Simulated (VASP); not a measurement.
# How plane-wave cutoff and SCF solver change a VASP run on BeCo, part 2 of 3

How sensitive are energy and pressure of BeCo to the plane-wave cutoff and SCF solver? The series runs use PBEsol. The start is a cell from a database of measured crystal structures.

VASP 6.6.1; PBEsol, spin-polarised from a ferromagnetic start (one magnetic atom a cell); plane waves and PAW (Be, Co).

Still holding for the runs below: The cell holds one magnetic atom, so no antiferromagnetic order fits into it. The k-mesh is coarse for a metal.

So far. Step 5 (Plane-wave cutoff: ENCUT = 270): Against the run before the energy moves by -25.18 meV an atom and the pressure by +10.42 GPa, after 13 cycles in 1.8 s.

## (6) Plane-wave cutoff: ENCUT = 310

Contents of INCAR:

```
SYSTEM = BeCo
PREC = Accurate
ENCUT = 310
EDIFF = 1E-06
NELM = 100
ISMEAR = -1
SIGMA = 0.05
LREAL = .FALSE.
ALGO = Normal
GGA = PS
NBANDS = 12
ISPIN = 2
MAGMOM = 0 2
LMAXMIX = 4
LORBIT = 11
LWAVE = .FALSE.
LCHARG = .FALSE.
KPAR = 2
ISIF = 2
```

Contents of POSCAR:

```
BeCo
1.0
    2.6060000000      0.0000000000      0.0000000000
    0.0000000000      2.6060000000      0.0000000000
    0.0000000000      0.0000000000      2.6060000000
Be Co
1 1
Direct
    0.0000000000      0.0000000000      0.0000000000
    0.5000000000      0.5000000000      0.5000000000
```

Contents of KPOINTS:

```
Automatic mesh
0
Gamma
7 7 7
0 0 0
```

PAW data sets: Be and Co (PBE family, release 64).

Launch:

```bash
mpirun -np 2 vasp_std
```

Log:

```text
[... set-up lines as in an earlier step ...]
 entering main loop
       N       E                     dE             d eps       ncg     rms          rms(c)
DAV:   1     0.212309068788E+02    0.21231E+02   -0.39110E+03   968   0.709E+02
DAV:   2    -0.143618932694E+02   -0.35593E+02   -0.32872E+02   996   0.145E+02
DAV:   3    -0.151613719974E+02   -0.79948E+00   -0.79536E+00  1140   0.257E+01
DAV:   4    -0.151685105156E+02   -0.71385E-02   -0.71374E-02  1052   0.234E+00
[...]
DAV:  12    -0.123800925298E+02   -0.20938E-04   -0.77104E-05  1260   0.848E-02    0.363E-02
DAV:  13    -0.123800936971E+02   -0.11673E-05   -0.12243E-05   996   0.359E-02    0.116E-02
DAV:  14    -0.123800930373E+02    0.65978E-06   -0.20590E-06   608   0.152E-02
   1 F= -.12380093E+02 E0= -.12371744E+02  d E =-.166975E-01  mag=     0.3115
```

Elapsed: 1.8 s, on 2 MPI ranks of Intel Xeon 6975P-C (Granite Rapids), shared host; peak memory 0.22 GiB; 1.8 s of CPU time.

Parts of OUTCAR (step 6):

```text
  Total       -1.0112230     -1.0112230     -1.0112230      0.0000000      0.0000000     -0.0000000
  in kB      -91.5449248    -91.5449248    -91.5449248      0.0000000      0.0000000     -0.0000000
  external PRESSURE =     -91.5449248 kB  Pullay stress =       0.0000000 kB

 POSITION                                       TOTAL-FORCE (eV/Angst)
 -----------------------------------------------------------------------------------
      0.00000      0.00000      0.00000         0.000000      0.000000      0.000000
      1.30300      1.30300      1.30300         0.000000      0.000000      0.000000
 -----------------------------------------------------------------------------------
    total drift:                                0.000000      0.000000      0.000000

  FREE ENERGIE OF THE ION-ELECTRON SYSTEM (eV)
  ---------------------------------------------------
  free  energy   TOTEN  =       -12.3800930373 eV

  energy  without entropy=      -12.3633955819  energy(sigma->0) =      -12.37174431

 magnetization (x)
# of ion       s       p       d       tot
------------------------------------------
    1       -0.004  -0.013   0.000  -0.017
    2       -0.001   0.002   0.329   0.330
--------------------------------------------------
tot         -0.005  -0.011   0.329   0.314

[... 1 part as in an earlier step ...]

[... 2 further parts left out ...]
[key lines of the parts left out:]
E-fermi :   8.6903
```

Against the run before the energy moves by -3.38 meV an atom and the pressure by +2.04 GPa, after 14 cycles in 1.8 s.

## (7) Plane-wave cutoff: ENCUT = 350

Changes to INCAR since step 6:

```diff
@@ -2,3 +2,3 @@
 PREC = Accurate
-ENCUT = 310
+ENCUT = 350
 EDIFF = 1E-06
```

POSCAR is that of step 6.

KPOINTS is that of step 6.

Launch:

```bash
mpirun -np 2 vasp_std
```

Log:

```text
[... set-up lines as in an earlier step ...]
 entering main loop
       N       E                     dE             d eps       ncg     rms          rms(c)
DAV:   1     0.223950262430E+02    0.22395E+02   -0.42114E+03   968   0.786E+02
DAV:   2    -0.142564268148E+02   -0.36651E+02   -0.34110E+02  1008   0.154E+02
DAV:   3    -0.151613196100E+02   -0.90489E+00   -0.90021E+00  1096   0.294E+01
DAV:   4    -0.151704101221E+02   -0.90905E-02   -0.90878E-02  1128   0.265E+00
[...]
DAV:  12    -0.123760214780E+02   -0.20885E-04   -0.77472E-05  1272   0.872E-02    0.377E-02
DAV:  13    -0.123760228192E+02   -0.13411E-05   -0.12523E-05  1024   0.370E-02    0.122E-02
DAV:  14    -0.123760221965E+02    0.62263E-06   -0.21065E-06   600   0.158E-02
   1 F= -.12376022E+02 E0= -.12367674E+02  d E =-.166972E-01  mag=     0.3115
```

Wall time 1.8 s (2 MPI ranks); peak memory 0.22 GiB.

From OUTCAR (step 7):

```text
  Total       -1.0402490     -1.0402490     -1.0402490     -0.0000000     -0.0000000      0.0000000
  in kB      -94.1726244    -94.1726244    -94.1726244     -0.0000000     -0.0000000      0.0000000
  external PRESSURE =     -94.1726244 kB  Pullay stress =       0.0000000 kB

  FREE ENERGIE OF THE ION-ELECTRON SYSTEM (eV)
  ---------------------------------------------------
  free  energy   TOTEN  =       -12.3760221965 eV

  energy  without entropy=      -12.3593249779  energy(sigma->0) =      -12.36767359

 magnetization (x)
# of ion       s       p       d       tot
------------------------------------------
    1       -0.004  -0.013   0.000  -0.017
    2       -0.001   0.002   0.328   0.330
--------------------------------------------------
tot         -0.005  -0.011   0.328   0.313

[... 2 parts as in an earlier step ...]

[... 2 further parts left out ...]
[key lines of the parts left out:]
E-fermi :   8.6879
```

Against the run before the energy moves by +2.04 meV an atom and the pressure by -0.26 GPa, after 14 cycles in 1.8 s.

## (8) Plane-wave cutoff: ENCUT = 430

Changes to INCAR since step 7:

```diff
@@ -2,3 +2,3 @@
 PREC = Accurate
-ENCUT = 350
+ENCUT = 430
 EDIFF = 1E-06
```

POSCAR is that of step 7.

KPOINTS is that of step 7.

Launch:

```bash
mpirun -np 2 vasp_std
```

Log:

```text
[... set-up lines as in an earlier step ...]
 entering main loop
       N       E                     dE             d eps       ncg     rms          rms(c)
DAV:   1     0.282396709287E+02    0.28240E+02   -0.47041E+03   972   0.911E+02
DAV:   2    -0.139649589614E+02   -0.42205E+02   -0.39153E+02   984   0.169E+02
DAV:   3    -0.151603889777E+02   -0.11954E+01   -0.11878E+01  1132   0.344E+01
DAV:   4    -0.151720577856E+02   -0.11669E-01   -0.11666E-01  1148   0.312E+00
[...]
DAV:  12    -0.123706342527E+02   -0.19351E-04   -0.76112E-05  1260   0.872E-02    0.383E-02
DAV:  13    -0.123706355919E+02   -0.13392E-05   -0.13525E-05  1056   0.393E-02    0.124E-02
DAV:  14    -0.123706350681E+02    0.52383E-06   -0.20998E-06   612   0.157E-02
   1 F= -.12370635E+02 E0= -.12362288E+02  d E =-.166932E-01  mag=     0.3110
```

It took 2.4 s on 2 MPI ranks; peak memory 0.22 GiB.

OUTCAR, selected parts (step 8):

```text
  Total       -1.0291318     -1.0291318     -1.0291318      0.0000000     -0.0000000      0.0000000
  in kB      -93.1661953    -93.1661953    -93.1661953      0.0000000     -0.0000000      0.0000000
  external PRESSURE =     -93.1661953 kB  Pullay stress =       0.0000000 kB

  FREE ENERGIE OF THE ION-ELECTRON SYSTEM (eV)
  ---------------------------------------------------
  free  energy   TOTEN  =       -12.3706350681 eV

  energy  without entropy=      -12.3539419169  energy(sigma->0) =      -12.36228849

 magnetization (x)
# of ion       s       p       d       tot
------------------------------------------
    1       -0.004  -0.013   0.000  -0.017
    2       -0.001   0.002   0.328   0.330
--------------------------------------------------
tot         -0.004  -0.010   0.328   0.313

[... 2 parts as in an earlier step ...]

[... 2 further parts left out ...]
[key lines of the parts left out:]
E-fermi :   8.6835
```

Against the run before the energy moves by +2.69 meV an atom and the pressure by +0.10 GPa, after 14 cycles in 2.4 s.

## (9) Plane-wave cutoff: ENCUT = 540

Changes to INCAR since step 8:

```diff
@@ -2,3 +2,3 @@
 PREC = Accurate
-ENCUT = 430
+ENCUT = 540
 EDIFF = 1E-06
```

POSCAR is that of step 8.

KPOINTS is that of step 8.

Launch:

```bash
mpirun -np 2 vasp_std
```

Log:

```text
[... set-up lines as in an earlier step ...]
 entering main loop
       N       E                     dE             d eps       ncg     rms          rms(c)
DAV:   1     0.320479920856E+02    0.32048E+02   -0.54996E+03   968   0.106E+03
DAV:   2    -0.134669763615E+02   -0.45515E+02   -0.42092E+02   996   0.183E+02
DAV:   3    -0.151555174382E+02   -0.16885E+01   -0.16610E+01  1100   0.398E+01
DAV:   4    -0.151728012479E+02   -0.17284E-01   -0.17273E-01  1120   0.376E+00
[...]
DAV:  12    -0.123707689138E+02   -0.18605E-04   -0.74124E-05  1268   0.864E-02    0.385E-02
DAV:  13    -0.123707703678E+02   -0.14540E-05   -0.13537E-05  1068   0.396E-02    0.126E-02
DAV:  14    -0.123707698382E+02    0.52957E-06   -0.22657E-06   576   0.163E-02
   1 F= -.12370770E+02 E0= -.12362424E+02  d E =-.166924E-01  mag=     0.3110
```

Wall time 3 s (2 MPI ranks); peak memory 0.23 GiB.

OUTCAR, selected parts (step 9):

```text
  Total       -1.0082457     -1.0082457     -1.0082457      0.0000000      0.0000000     -0.0000000
  in kB      -91.2753947    -91.2753947    -91.2753947      0.0000000      0.0000000     -0.0000000
  external PRESSURE =     -91.2753947 kB  Pullay stress =       0.0000000 kB

 POSITION                                       TOTAL-FORCE (eV/Angst)
 -----------------------------------------------------------------------------------
      0.00000      0.00000      0.00000         0.000000      0.000000      0.000000
      1.30300      1.30300      1.30300         0.000000      0.000000      0.000000
 -----------------------------------------------------------------------------------
    total drift:                               -0.000000      0.000000     -0.000000

  FREE ENERGIE OF THE ION-ELECTRON SYSTEM (eV)
  ---------------------------------------------------
  free  energy   TOTEN  =       -12.3707698382 eV

  energy  without entropy=      -12.3540774319  energy(sigma->0) =      -12.36242364

[... 2 parts as in an earlier step ...]

[... 2 further parts left out ...]
[key lines of the parts left out:]
E-fermi :   8.6830
```

Against the run before the energy moves by -0.07 meV an atom and the pressure by +0.19 GPa, after 14 cycles in 3 s.

## (10) The plane-wave cutoff series as a table

This step: convergence of PBEsol results with the cutoff; plane waves and PAW (VASP 6.6.1).

This step runs nothing: it gathers the runs above.

Differences are taken from the run with ENCUT = 540. Results of the series, by row:

```tsv
setting	status	energy less the reference (meV/atom)	pressure (GPa)	moment (μB)	SCF cycles	wall time (s)
ENCUT = 160	converged	1350	-280.4	0.22	13	1.4
ENCUT = 200	converged	204.7	-76.13	0.3753	16	1.6
ENCUT = 240	converged	23.9	-21.61	0.3126	14	1.6
ENCUT = 270	converged	-1.284	-11.19	0.3102	13	1.8
ENCUT = 310	converged	-4.66	-9.154	0.3125	14	1.8
ENCUT = 350	converged	-2.625	-9.417	0.3124	14	1.8
ENCUT = 430	converged	0.06757	-9.317	0.312	14	2.4
ENCUT = 540	converged	0	-9.128	0.312	14	3
```

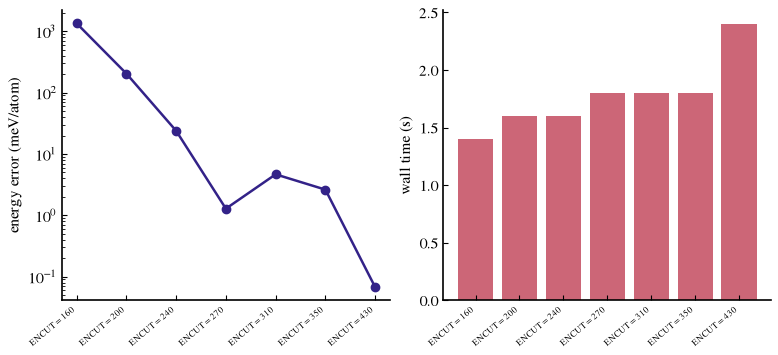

The energy error in size, against the reference run (errors under 0.01 are drawn at 0.01), and the wall time by setting.

## (11) SCF solver: ALGO = Normal

This step: PBEsol, spin-polarised from a ferromagnetic start (one magnetic atom a cell); plane waves and PAW (Be, Co) (VASP 6.6.1).

All solvers should reach one answer; they differ in cycles and robustness.

Changes to INCAR since step 9:

```diff
@@ -2,3 +2,3 @@
 PREC = Accurate
-ENCUT = 540
+ENCUT = 400
 EDIFF = 1E-06
```

POSCAR is that of step 9.

KPOINTS is that of step 9.

Launch:

```bash
mpirun -np 2 vasp_std
```

Log:

```text
[... set-up lines as in an earlier step ...]
 entering main loop
       N       E                     dE             d eps       ncg     rms          rms(c)
DAV:   1     0.246975783856E+02    0.24698E+02   -0.45240E+03   972   0.867E+02
DAV:   2    -0.141151466591E+02   -0.38813E+02   -0.36087E+02   992   0.159E+02
DAV:   3    -0.151614611201E+02   -0.10463E+01   -0.10395E+01  1132   0.317E+01
DAV:   4    -0.151715665260E+02   -0.10105E-01   -0.10102E-01  1116   0.290E+00
DAV:   5    -0.151719052974E+02   -0.33877E-03   -0.33876E-03  1140   0.528E-01    0.161E+01
DAV:   6    -0.171475570307E+02   -0.19757E+01   -0.82838E+01  1076   0.118E+02    0.196E+01
DAV:   7    -0.124372568569E+02    0.47103E+01   -0.40775E+01  1108   0.681E+01    0.273E+00
DAV:   8    -0.123888785112E+02    0.48378E-01   -0.25046E-01  1120   0.475E+00    0.161E+00
DAV:   9    -0.123763238061E+02    0.12555E-01   -0.18554E-02  1416   0.118E+00    0.983E-01
DAV:  10    -0.123714835402E+02    0.48403E-02   -0.11081E-02  1436   0.874E-01    0.203E-01
DAV:  11    -0.123715239312E+02   -0.40391E-04   -0.13327E-04  1036   0.120E-01    0.103E-01
DAV:  12    -0.123715431987E+02   -0.19267E-04   -0.76078E-05  1256   0.872E-02    0.382E-02
DAV:  13    -0.123715443870E+02   -0.11883E-05   -0.13272E-05  1044   0.390E-02    0.122E-02
DAV:  14    -0.123715438612E+02    0.52574E-06   -0.20347E-06   596   0.155E-02
   1 F= -.12371544E+02 E0= -.12363196E+02  d E =-.166954E-01  mag=     0.3112
```

It took 2.6 s on 2 MPI ranks; peak memory 0.22 GiB; 3.1 s of CPU time.

From OUTCAR (step 11):

```text
   ENCUT  =  400.0 eV  29.40 Ry    5.42 a.u.   4.25  4.25  4.25*2*pi/ulx,y,z

   NELECT =      11.0000    total number of electrons

 E-fermi :   8.6845

 spin component 1
 k-point     1 :       0.0000    0.0000    0.0000
  band No.  band energies     occupation
    ...
      2       5.8808      1.00000
      3       5.8808      1.00000
      4       8.4580      0.98932
      5       8.4580      0.98932
      6       8.4580      0.98932
      7      16.3107      0.00000
      8      16.3107      0.00000
      9      16.3107      0.00000
     10      23.7989      0.00000
     11      23.7989      0.00000
    ...

 k-point     2 :       0.1429    0.0000    0.0000
  band No.  band energies     occupation
    ...
      2       5.9166      1.00000
      3       5.9672      1.00000
      4       8.1963      0.99994
      5       8.1963      0.99994
      6       8.4762      0.98471
      7      14.3969      0.00000
      8      16.9721      0.00000
      9      16.9721      0.00000
     10      23.8342      0.00000
     11      25.8827      0.00000
    ...

  Total       -1.0450825     -1.0450825     -1.0450825     -0.0000000      0.0000000     -0.0000000
  in kB      -94.6101928    -94.6101928    -94.6101928     -0.0000000      0.0000000     -0.0000000
  external PRESSURE =     -94.6101928 kB  Pullay stress =       0.0000000 kB

  FREE ENERGIE OF THE ION-ELECTRON SYSTEM (eV)
  ---------------------------------------------------
  free  energy   TOTEN  =       -12.3715438612 eV

  energy  without entropy=      -12.3548484650  energy(sigma->0) =      -12.36319616

[... 7 parts as in an earlier step ...]

[... 16 further parts left out ...]
```

This step gave:

```yaml
fermi_energy: 8.684 eV
pressure: -9.461 GPa
moment_of_the_cell_from_the_last_line_of_the_log: 0.3112 μB
```

The series starts at -6.1816 eV an atom and -9.46 GPa, after 14 cycles in 2.6 s.

## (12) SCF solver: ALGO = Fast

Changes to INCAR since step 11:

```diff
@@ -8,3 +8,3 @@
 LREAL = .FALSE.
-ALGO = Normal
+ALGO = Fast
 GGA = PS
```

POSCAR is that of step 11.

KPOINTS is that of step 11.

Launch:

```bash
mpirun -np 2 vasp_std
```

Log:

```text
[... set-up lines as in an earlier step ...]
 entering main loop
       N       E                     dE             d eps       ncg     rms          rms(c)
[... 5 cycles as in an earlier step ...]
RMM:   6    -0.171305678479E+02   -0.19587E+01   -0.19145E+01  1143   0.604E+01    0.207E+01
RMM:   7    -0.124318586656E+02    0.46987E+01   -0.54898E+00  1030   0.302E+01    0.354E+00
RMM:   8    -0.123807835803E+02    0.51075E-01   -0.21027E-02  1111   0.146E+00    0.167E+00
RMM:   9    -0.123790394862E+02    0.17441E-02   -0.32396E-03  1210   0.618E-01    0.135E+00
[...]
RMM:  14    -0.123715447672E+02    0.93884E-05   -0.17109E-05  1177   0.356E-02    0.204E-02
RMM:  15    -0.123715435963E+02    0.11708E-05   -0.50342E-06  1030   0.144E-02    0.659E-03
RMM:  16    -0.123715437382E+02   -0.14185E-06   -0.95796E-07   687   0.828E-03
   1 F= -.12371544E+02 E0= -.12363197E+02  d E =-.166925E-01  mag=     0.3109
```

Wall time 2.6 s (2 MPI ranks); peak memory 0.22 GiB.

Parts of OUTCAR (step 12):

```text
  Total       -1.0620374     -1.0620374     -1.0620374     -0.0000000      0.0000000     -0.0000000
  in kB      -96.1451012    -96.1451012    -96.1451012     -0.0000000      0.0000000     -0.0000000
  external PRESSURE =     -96.1451012 kB  Pullay stress =       0.0000000 kB

  FREE ENERGIE OF THE ION-ELECTRON SYSTEM (eV)
  ---------------------------------------------------
  free  energy   TOTEN  =       -12.3715437382 eV

  energy  without entropy=      -12.3548511947  energy(sigma->0) =      -12.36319747

 magnetization (x)
# of ion       s       p       d       tot
------------------------------------------
    1       -0.004  -0.013   0.000  -0.017
    2       -0.001   0.002   0.327   0.329
--------------------------------------------------
tot         -0.004  -0.010   0.327   0.313

[... 3 parts as in an earlier step ...]

[... 1 further part left out ...]
[key lines of the parts left out:]
E-fermi :   8.6843
```

Against the first of the series the energy stays within 0.01 meV an atom; the pressure moves by -0.15 GPa, after 16 cycles in 2.6 s.

## (13) SCF solver: ALGO = VeryFast

Changes to INCAR since step 12:

```diff
@@ -8,3 +8,3 @@
 LREAL = .FALSE.
-ALGO = Fast
+ALGO = VeryFast
 GGA = PS
```

POSCAR is that of step 12.

KPOINTS is that of step 12.

Launch:

```bash
mpirun -np 2 vasp_std
```

Log:

```text
[... set-up lines as in an earlier step ...]
 entering main loop
       N       E                     dE             d eps       ncg     rms          rms(c)
RMM:   1     0.382471034698E+02    0.38247E+02   -0.24395E+03   480   0.657E+02
RMM:   2    -0.853055831570E+01   -0.46778E+02   -0.42282E+02   480   0.152E+02
RMM:   3    -0.139278499046E+02   -0.53973E+01   -0.31591E+01   480   0.556E+01
RMM:   4    -0.150435772499E+02   -0.11157E+01   -0.33421E+00   480   0.188E+01
[...]
RMM:  19    -0.123715385342E+02   -0.88834E-05   -0.32045E-05  1262   0.407E-02    0.561E-02
RMM:  20    -0.123715440021E+02   -0.54679E-05   -0.73669E-06  1227   0.225E-02    0.274E-02
RMM:  21    -0.123715437822E+02    0.21996E-06   -0.23136E-06   933   0.138E-02
   1 F= -.12371544E+02 E0= -.12363196E+02  d E =-.166964E-01  mag=     0.3112
```

Run time: 3 s. Hardware: 2 MPI ranks; peak memory 0.23 GiB.

From OUTCAR (step 13):

```text
  Total       -1.0539706     -1.0539706     -1.0539706     -0.0000000      0.0000000      0.0000000
  in kB      -95.4148199    -95.4148199    -95.4148199     -0.0000000      0.0000000      0.0000000
  external PRESSURE =     -95.4148199 kB  Pullay stress =       0.0000000 kB

  FREE ENERGIE OF THE ION-ELECTRON SYSTEM (eV)
  ---------------------------------------------------
  free  energy   TOTEN  =       -12.3715437822 eV

  energy  without entropy=      -12.3548473903  energy(sigma->0) =      -12.36319559

[... 4 parts as in an earlier step ...]

[... 1 further part left out ...]
[key lines of the parts left out:]
E-fermi :   8.6847
```

Against the first of the series the energy stays within 0.01 meV an atom; the pressure moves by -0.08 GPa, after 21 cycles in 3 s.

(Part 2 of 3 ends here.)

[Lines on the potential files, build, host, timing and source positions are cut from VASP's logs without a mark.]

[Logs are printed without paths, hosts, clocks, repeated set-up lines and the standing remarks that a program may print on its own settings, such as how far it seeks lower states.]

[Hosts, paths, dates, database ids (printed as entryN), source tags and the programs' standing remarks are cut or masked in the printed files.]

[A measured line is paired with the nearest computed mode of its activity, which favours agreement.]
